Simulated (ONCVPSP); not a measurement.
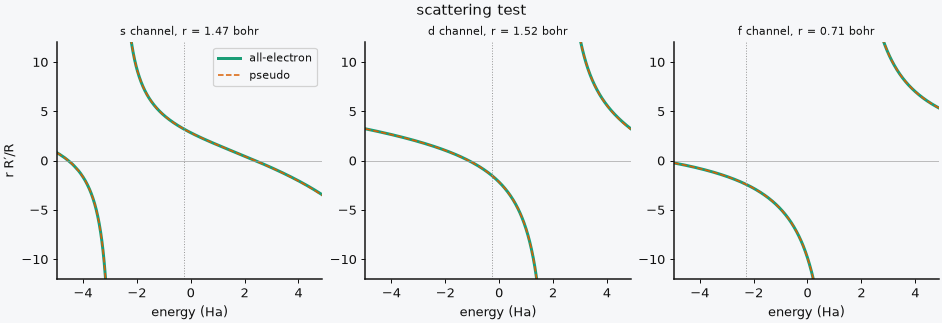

Fig. 1: Logarithmic derivatives r R′/R at the test radius against energy, all-electron atom (solid) and pseudo-atom (dashed). Here R(r) is the radial function. The dotted line marks the reference energy of the channel. Not drawn: p: not judged, the stored energies step over a narrow level.

- Poles, where the radial function vanishes at the test radius: s: all-electron at -2.8 Ha, pseudo at -2.8 Ha; d: all-electron at 2.1 Ha, pseudo at 2.1 Ha; f: all-electron at 1.4 Ha, pseudo at 1.4 Ha.
- Zeros of the logarithmic derivative: s: all-electron -4.5 and 2.4 Ha, pseudo -4.5 and 2.4 Ha; d: all-electron -1.1 Ha, pseudo -1.1 Ha; f: all-electron nowhere, pseudo nowhere. The potential isn't sound: its ghost test gives GHOST(-) flagged for s at -692.7 eV, p at -114.5 eV; GHOST(+) flagged for d at 226.0 eV.

# Run report: Ir, pseudopotential generation

- system: iridium (Ir, Z = 77), core [Kr] 4d10, reference valence 4f14 5s2 5p6 5d7 6s2, valence charge 31.
- method: ONCV potential, LDA (Perdew-Zunger), scalar-relativistic, made with ONCVPSP 4.0.1

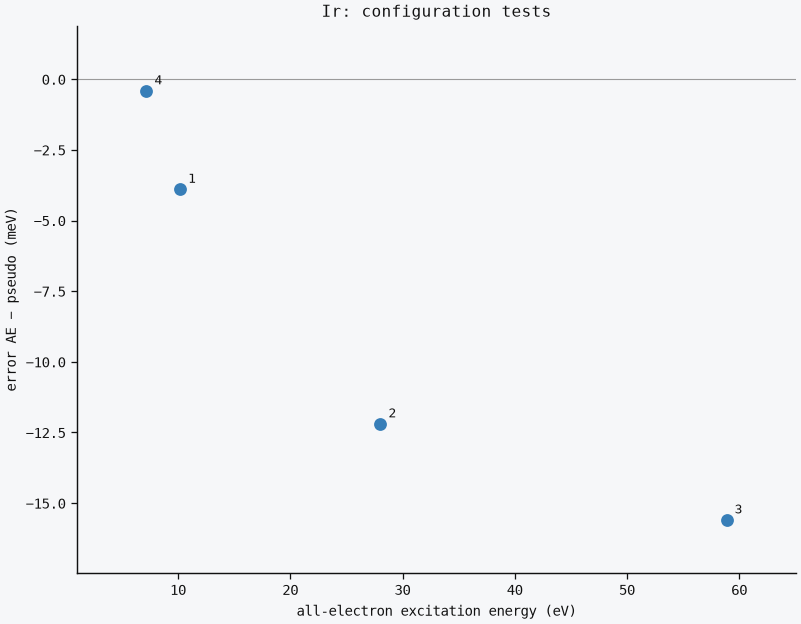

Fig. 2: Errors, all-electron minus pseudo, of the energies of valence configurations relative to the unpolarised reference 4f14 5s2 5p6 5d7 6s2. Points: 1 = 4f14 5s2 5p6 5d7 6s1; 2 = 4f14 5s2 5p6 5d7 6s0; 3 = 4f14 5s2 5p6 5d6 6s0; 4 = 4f14 5s2 5p6 5d6 6s2 6p1.

- Worst configuration: 4f14 5s2 5p6 5d6 6s0 (charge +3): the error is -16 meV on an all-electron energy of +58.88 eV relative to the reference, or 0.026 %.
- Errors in meV: 4f14 5s2 5p6 5d7 6s1: -3.9; 4f14 5s2 5p6 5d7 6s0: -12; 4f14 5s2 5p6 5d6 6s0: -16; 4f14 5s2 5p6 5d6 6s2 6p1: -0.4.
- Configurations within 10 meV and within 50 meV: 2 and 4 of 4.

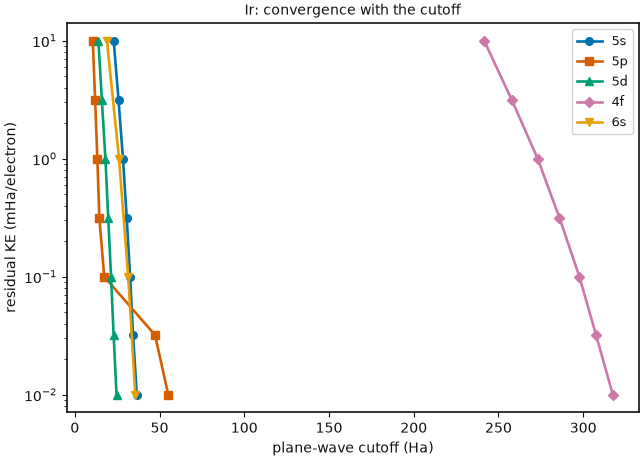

Fig. 3: Residual kinetic energy of the pseudo-waves (the first of each channel, and further valence shells) beyond the plane-wave cutoff, as the generator prints it.

- Cutoffs for 1 mHa per electron: 4f: 273 Ha; 5s: 28 Ha; 6s: 26 Ha; 5d: 18 Ha; 5p: 13 Ha.
- Hardest wave at 1 mHa per electron: 4f, with rc = 0.70 bohr and qcut = 25.8 1/bohr. The optimisation minimises, but can't always remove, the kinetic energy above qcut²/2 = 332.8 Ha, and a larger rc would as a rule soften the wave at some cost in transferability.
- Cutoffs for the occupied states: 273 Ha for 1 mHa and 298 Ha for 0.1 mHa per electron. The first is set by 4f.

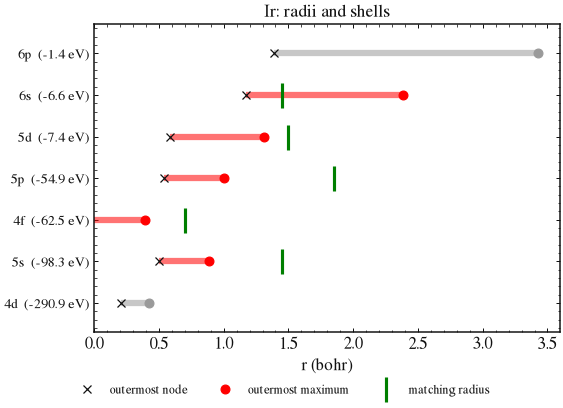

Fig. 4: Outer shells of the all-electron reference atom: each bar runs from the outermost node (or the nucleus) to the outermost maximum of u(r); the tick is the radius chosen for the pseudo-wave. Shells without a tick have no pseudo-wave of their own. Levels, nodes and maxima are from ld1.x, scalar-relativistic.

- Radii against the shells: 5s: 1.45 bohr, outside the maximum; 4f: 0.70 bohr, outside the maximum; 5p: 1.85 bohr, outside the maximum; 5d: 1.50 bohr, outside the maximum; 6s: 1.45 bohr, between node and maximum.

Input and output of the run follow.

## The input
```
# ATOM AND REFERENCE CONFIGURATION
# atsym  z   nc   nv     iexc    psfile
  Ir 77.00    9    5        3      upf
#
#   n    l    f
    1    0    2.00
    2    0    2.00
    2    1    6.00
    3    0    2.00
    3    1    6.00
    3    2   10.00
    4    0    2.00
    4    1    6.00
    4    2   10.00
    4    3   14.00
    5    0    2.00
    5    1    6.00
    5    2    7.00
    6    0    2.00
#
# PSEUDOPOTENTIAL AND OPTIMIZATION
# lmax
    3
#
#   l,   rc,      ep,       ncon, nbas, qcut
    0    1.45    0.00    4    8    8.70
    1    1.85    0.00    5    8    5.80
    2    1.50    0.00    4    8    7.50
    3    0.70    0.00    3    7   25.80
#
# LOCAL POTENTIAL
# lloc, lpopt,  rc(5),   dvloc0
    4    3    0.55    6.00
#
# VANDERBILT-KLEINMAN-BYLANDER PROJECTORs
# l, nproj, debl
    0    2    0.40
    1    2    2.70
    2    2    2.60
    3    2    1.90
#
# MODEL CORE CHARGE
# icmod, fcfact, rcfact
    3    5.50    1.55
#
# LOG DERIVATIVE ANALYSIS
# epsh1, epsh2, depsh
   -5.00    5.00    0.04
#
# OUTPUT GRID
# rlmax, drl
    6.00    0.01
#
# TEST CONFIGURATIONS
# ncnf
    4
# nvcnf
#   n    l    f
    5
    4    3   14.00
    5    0    2.00
    5    1    6.00
    5    2    7.00
    6    0    1.00
#
    5
    4    3   14.00
    5    0    2.00
    5    1    6.00
    5    2    7.00
    6    0    0.00
#
    5
    4    3   14.00
    5    0    2.00
    5    1    6.00
    5    2    6.00
    6    0    0.00
#
    6
    4    3   14.00
    5    0    2.00
    5    1    6.00
    5    2    6.00
    6    0    2.00
    6    1    1.00
#
```

Run as:
```bash
oncvpsp.x < Ir.dat > Ir.out
```

## The program's output (extracts)
```
ONCVPSP  (Optimized Norm-Conservinng Vanderbilt PSeudopotential)
scalar-relativistic version 4.0.1

#   n    l    f        energy (Ha)
    1    0    2.00    -2.7957577E+03
    2    0    2.00    -4.8911858E+02
    2    1    6.00    -4.2505157E+02
    3    0    2.00    -1.1438648E+02
    3    1    6.00    -9.5657584E+01
    3    2   10.00    -7.5016988E+01
    4    0    2.00    -2.4377533E+01
    4    1    6.00    -1.8233335E+01
    4    2   10.00    -1.0689502E+01
    4    3   14.00    -2.2985555E+00
    5    0    2.00    -3.6123758E+00
    5    1    6.00    -2.0183911E+00
    5    2    7.00    -2.7033872E-01
    6    0    2.00    -2.4224070E-01

Reference configufation results
  iterations    25
  all-electron total energy (Ha)   -1.78175031D+04

Begin loop to  construct optimized pseudo wave functions
and semi-local pseudopoentials for all angular momenta

Calculating optimized projector #   1

 for l=   0

    Fraction of norm inside rc  0.920149
    Optimizing pswf for qcut=   8.69 a_B^-1,  ecut=  37.74 Ha
    Residual kinetic energy error=  4.47D-06 Ha

    Energy error per electron        Cutoff
         Ha          eV             Ha
         0.01000     0.27211       22.92
         0.00100     0.02721       28.41
         0.00010     0.00272       32.61
         0.00001     0.00027       36.57

Calculating optimized projector #   2

 for l=   0

    Fraction of norm inside rc  0.050141
    Optimizing pswf for qcut=   8.69 a_B^-1,  ecut=  37.74 Ha
    Residual kinetic energy error=  3.32D-06 Ha

    Energy error per electron        Cutoff
         Ha          eV             Ha
         0.01000     0.27211       18.94
         0.00100     0.02721       26.09
         0.00010     0.00272       31.52
         0.00001     0.00027       35.68

   Wellstate for l =  1  n =  7
     eigenvalue =   0.6816
     asymptotic potential =   1.1816
     half-point radius =  5.4759

Calculating optimized projector #   1

 for l=   1

    Fraction of norm inside rc  0.950401
    Optimizing pswf for qcut=   5.80 a_B^-1,  ecut=  16.85 Ha
    Residual kinetic energy error=  8.79D-05 Ha

    Energy error per electron        Cutoff
         Ha          eV             Ha
         0.01000     0.27211       10.60
         0.00100     0.02721       13.30
         0.00010     0.00272       17.35
         0.00001     0.00027       55.14

Calculating optimized projector #   2

 for l=   1

    Fraction of norm inside rc  0.068342
    Optimizing pswf for qcut=   5.80 a_B^-1,  ecut=  16.85 Ha
    Residual kinetic energy error=  1.16D-04 Ha

    Energy error per electron        Cutoff
         Ha          eV             Ha
         0.01000     0.27211        8.62
         0.00100     0.02721       11.50
         0.00010     0.00272       18.71
         0.00001     0.00027       60.46

   Wellstate for l =  2  n =  7
     eigenvalue =   2.3297
     asymptotic potential =   2.8297
     half-point radius =  3.6472

Calculating optimized projector #   1

 for l=   2

    Fraction of norm inside rc  0.455942
    Optimizing pswf for qcut=   7.49 a_B^-1,  ecut=  28.06 Ha
    Residual kinetic energy error=  6.14D-06 Ha

    Energy error per electron        Cutoff
         Ha          eV             Ha
         0.01000     0.27211       13.91
         0.00100     0.02721       18.05
         0.00010     0.00272       21.38
         0.00001     0.00027       24.62

Calculating optimized projector #   2

 for l=   2

    Fraction of norm inside rc  0.084316
    Optimizing pswf for qcut=   7.49 a_B^-1,  ecut=  28.06 Ha
    Residual kinetic energy error=  8.62D-06 Ha

    Energy error per electron        Cutoff
         Ha          eV             Ha
         0.01000     0.27211       14.24
         0.00100     0.02721       18.45
         0.00010     0.00272       21.82
         0.00001     0.00027       26.99

WARNING wellstate: negative energy specified for n= 5 l=  3
WARNING scattering state with energy  0.25000000
WARNING will be used for the first projector

   Wellstate for l =  3  n =  5
     eigenvalue =   0.2500
     asymptotic potential =   0.7500
     half-point radius = 12.1378

Calculating optimized projector #   1

 for l=   3

    Fraction of norm inside rc  0.790972
    Optimizing pswf for qcut=  25.78 a_B^-1,  ecut= 332.19 Ha
    Residual kinetic energy error=  2.74D-06 Ha

    Energy error per electron        Cutoff
         Ha          eV             Ha
         0.01000     0.27211      241.55
         0.00100     0.02721      273.11
         0.00010     0.00272      297.74
         0.00001     0.00027      317.47

Calculating optimized projector #   2

 for l=   3

    Fraction of norm inside rc  0.000136
    Optimizing pswf for qcut=  25.78 a_B^-1,  ecut= 332.19 Ha
    Residual kinetic energy error=  9.44D-10 Ha

    Energy error per electron        Cutoff
         Ha          eV             Ha
         0.01000     0.27211        2.08
         0.00100     0.02721      115.00
         0.00010     0.00272      177.80
         0.00001     0.00027      224.55

Construct Vanderbilt / Kleinmman-Bylander projectors

B matrix Hermiticity error, ll=   0
   1   2    5.6119E-04

  Orthonormal projector coefficients  3.2480E+01  2.4281E+00

B matrix Hermiticity error, ll=   1
   1   2   -3.2158E-04

  Orthonormal projector coefficients  2.4230E+01  1.5947E+00

B matrix Hermiticity error, ll=   2
   1   2   -3.0704E-04

  Orthonormal projector coefficients  1.6301E+01  1.1003E+00

B matrix Hermiticity error, ll=   3
   1   2    5.2339E-05

  Orthonormal projector coefficients -4.6090E+01 -1.1189E+01

Model core correction analysis
  based on d2Exc/dn_idn_j

d2excae - all-electron derivatives

   -2.769757D-02   -1.123178D-02   -8.025077D-03   -3.228393D-03
   -8.643387D-04
   -1.123169D-02   -2.644549D-02   -2.335859D-02   -1.217539D-02
   -1.900750D-03
   -8.025048D-03   -2.335885D-02   -2.307714D-02   -1.493679D-02
   -2.935163D-03
   -3.228406D-03   -1.217570D-02   -1.493663D-02   -1.647284D-02
   -1.022271D-02
   -8.643396D-04   -1.900751D-03   -2.934902D-03   -1.022141D-02
   -2.132877D-02

d2excps - pseudofunction derivatives with no core correction

   -5.471805D-02   -1.694146D-02   -1.250102D-02   -3.656157D-03
   -1.391621D-03
   -1.694146D-02   -2.870186D-02   -2.489279D-02   -1.332098D-02
   -2.078209D-03
   -1.250107D-02   -2.489311D-02   -2.346487D-02   -1.539753D-02
   -3.108883D-03
   -3.656184D-03   -1.332134D-02   -1.539735D-02   -1.695443D-02
   -1.029085D-02
   -1.391636D-03   -2.078215D-03   -3.108616D-03   -1.028954D-02
   -2.134416D-02

rms 2nd derivative error    5.829795E-03

rmatch, rhocmatch    0.6132   62.3783

Teter function model core charge with specified parameters

d2excps - pseudofunction derivatives with core correction

   -3.353637D-02   -1.074179D-02   -8.110062D-03   -2.617196D-03
   -8.639657D-04
   -1.074177D-02   -2.135918D-02   -1.940269D-02   -1.135268D-02
   -1.622931D-03
   -8.110046D-03   -1.940268D-02   -1.930161D-02   -1.384269D-02
   -2.782932D-03
   -2.617208D-03   -1.135293D-02   -1.384318D-02   -1.629908D-02
   -1.019091D-02
   -8.639666D-04   -1.622922D-03   -2.782868D-03   -1.018962D-02
   -2.130930D-02

rms 2nd derivative error    2.104649E-03

Pseudoatom total energy -489.508352

Diagnostic tests using Vanderbilt-Kleinman-Bylander pseudopotentials
  1 or more projectors used as specified by nproj input data

   l    rcore       rmatch      e in        delta e   norm test  slope test

   0   1.4511810   1.4952420  -3.6123758   0.0000042   1.0002613   1.0002576
   0   1.4511810   1.4952420  -0.2422407   0.0000093   1.0000708   1.0000576

   1   1.8545510   1.9108592  -2.0183911   0.0000068   1.0002525   1.0002520
   1   1.8545510   1.9108592   0.6816089   0.0000265   1.0002097   1.0002097

   2   1.5042134   1.5498846  -0.2703387   0.0000028   1.0000867   1.0000995
   2   1.5042134   1.5498846   2.3296613   0.0000051   1.0004936   1.0004936

   3   0.7036649   0.7250297  -2.2985555  -0.0000666   1.0006926   1.0006495
   3   0.7036649   0.7250297   0.2500000  -0.0001925   1.0011407   1.0011407

 Testing for bound ghosts
   n   l    E NL Schr. Eq   E Basis Diag.   E Cutoff

       0                      -25.457930    125.44  WARNING - GHOST(-)
   1   0       -3.612372       -3.612344    125.44
   2   0       -0.242231       -0.155549    125.44

       1                       -4.208078     88.63  WARNING - GHOST(-)
   2   1       -2.018384       -2.018350     88.63

   3   2       -0.270336       -0.261905    151.94

   4   3       -2.298622       -2.295263    598.63

 Testing for highly-localized positive-energy ghosts
       l    <radius>/rc     E Basis Diag.   E Cutoff

       2        0.582787        8.303821    151.94  WARNING - GHOST(+)

Test configuration 0

   n   l     f        eae           eps        diff
   1   0  2.0000-2795.75767482
   2   0  2.0000 -489.11857724
   2   1  6.0000 -425.05157164
   3   0  2.0000 -114.38647599
   3   1  6.0000  -95.65758435
   3   2 10.0000  -75.01698824
   4   0  2.0000  -24.37753317
   4   1  6.0000  -18.23333465
   4   2 10.0000  -10.68950196
   4   3 14.0000   -2.29855554   -2.29862213   -6.66D-05
   5   0  2.0000   -3.61237581   -3.61237160    4.22D-06
   5   1  6.0000   -2.01839109   -2.01838431    6.77D-06
   5   2  7.0000   -0.27033872   -0.27033590    2.82D-06
   6   0  2.0000   -0.24224070   -0.24223144    9.26D-06

    Total energies and differences
      AE_ref= -1.78175031D+04  AE_tst= -1.78175031D+04  dif=  0.00D+00
      PS_ref= -4.89508352D+02  PS_tst= -4.89508352D+02  dif=  1.76D-12
      PSP excitation error= -1.76D-12

Test configuration 1

   n   l     f        eae           eps        diff
   1   0  2.0000-2796.06687409
   2   0  2.0000 -489.42548035
   2   1  6.0000 -425.35854252
   3   0  2.0000 -114.69381850
   3   1  6.0000  -95.96492782
   3   2 10.0000  -75.32413189
   4   0  2.0000  -24.68510186
   4   1  6.0000  -18.54089094
   4   2 10.0000  -10.99698122
   4   3 14.0000   -2.60605322   -2.60834754   -2.29D-03
   5   0  2.0000   -3.92035149   -3.92064349   -2.92D-04
   5   1  6.0000   -2.32707623   -2.32720192   -1.26D-04
   5   2  7.0000   -0.57273958   -0.57268337    5.62D-05
   6   0  1.0000   -0.51141350   -0.51145824   -4.47D-05

    Total energies and differences
      AE_ref= -1.78175031D+04  AE_tst= -1.78171288D+04  dif=  3.74D-01
      PS_ref= -4.89508352D+02  PS_tst= -4.89133917D+02  dif=  3.74D-01
      PSP excitation error= -1.43D-04

Test configuration 2

   n   l     f        eae           eps        diff
   1   0  2.0000-2796.41589660
   2   0  2.0000 -489.77136407
   2   1  6.0000 -425.70452726
   3   0  2.0000 -115.03997814
   3   1  6.0000  -96.31108917
   3   2 10.0000  -75.67006982
   4   0  2.0000  -25.03139768
   4   1  6.0000  -18.88715494
   4   2 10.0000  -11.34312056
   4   3 14.0000   -2.95209343   -2.95713787   -5.04D-03
   5   0  2.0000   -4.26604562   -4.26674278   -6.97D-04
   5   1  6.0000   -2.67280539   -2.67315109   -3.46D-04
   5   2  7.0000   -0.90801535   -0.90790105    1.14D-04

    Total energies and differences
      AE_ref= -1.78175031D+04  AE_tst= -1.78164728D+04  dif=  1.03D+00
      PS_ref= -4.89508352D+02  PS_tst= -4.88477638D+02  dif=  1.03D+00
      PSP excitation error= -4.48D-04

Test configuration 3

   n   l     f        eae           eps        diff
   1   0  2.0000-2796.93763948
   2   0  2.0000 -490.29489409
   2   1  6.0000 -426.22804661
   3   0  2.0000 -115.56085122
   3   1  6.0000  -96.83196318
   3   2 10.0000  -76.19145638
   4   0  2.0000  -25.55105783
   4   1  6.0000  -19.40674106
   4   2 10.0000  -11.86264272
   4   3 14.0000   -3.47061220   -3.47126462   -6.52D-04
   5   0  2.0000   -4.77590465   -4.77613507   -2.30D-04
   5   1  6.0000   -3.17314594   -3.17348594   -3.40D-04
   5   2  6.0000   -1.36664689   -1.36656270    8.42D-05

    Total energies and differences
      AE_ref= -1.78175031D+04  AE_tst= -1.78153394D+04  dif=  2.16D+00
      PS_ref= -4.89508352D+02  PS_tst= -4.87344079D+02  dif=  2.16D+00
      PSP excitation error= -5.73D-04

Test configuration 4

   n   l     f        eae           eps        diff
   1   0  2.0000-2795.93282475
   2   0  2.0000 -489.29747864
   2   1  6.0000 -425.23030289
   3   0  2.0000 -114.56392918
   3   1  6.0000  -95.83502465
   3   2 10.0000  -75.19488828
   4   0  2.0000  -24.55441740
   4   1  6.0000  -18.41021533
   4   2 10.0000  -10.86645816
   4   3 14.0000   -2.47500594   -2.47003375    4.97D-03
   5   0  2.0000   -3.78386632   -3.78319392    6.72D-04
   5   1  6.0000   -2.18312083   -2.18290014    2.21D-04
   5   2  6.0000   -0.40378069   -0.40393244   -1.52D-04
   6   0  2.0000   -0.31747870   -0.31740693    7.18D-05
   6   1  1.0000   -0.09474310   -0.09472927    1.38D-05

    Total energies and differences
      AE_ref= -1.78175031D+04  AE_tst= -1.78172390D+04  dif=  2.64D-01
      PS_ref= -4.89508352D+02  PS_tst= -4.89244265D+02  dif=  2.64D-01
      PSP excitation error= -1.49D-05
```

## Summary

- outcome: generated, with a ghost state
- cutoffs needed: 273 Ha and 298 Ha (the cutoffs at which the residual kinetic energy of the hardest occupied pseudo-wave falls to 1 and 0.1 mHa per electron)
- ghost test: GHOST(-) flagged for s at -692.7 eV, p at -114.5 eV; GHOST(+) flagged for d at 226.0 eV
- largest excitation error: -16 meV (all-electron minus pseudo) for 4f14 5s2 5p6 5d6 6s0, out of 4 test configurations
- rms error of d²Exc/dni dnj: 5.83 mHa without and 2.10 mHa with the model core
- range over which the phases arctan(r R′/R) at the test radius agree within 0.05 rad (a looser test near the poles than one of phase shifts): s: over the whole range computed; d: over the whole range computed; f: over the whole range computed; p: not judged, the stored energies step over a narrow level
- hardware: 1 CPU thread, shared host
- wall time: 6.5 s

## Remarks

The potential has a bound ghost state, so it can't be used as it stands. Warnings of the program, in the generation or the tests: wellstate: negative energy specified for n= 5 l= 3.
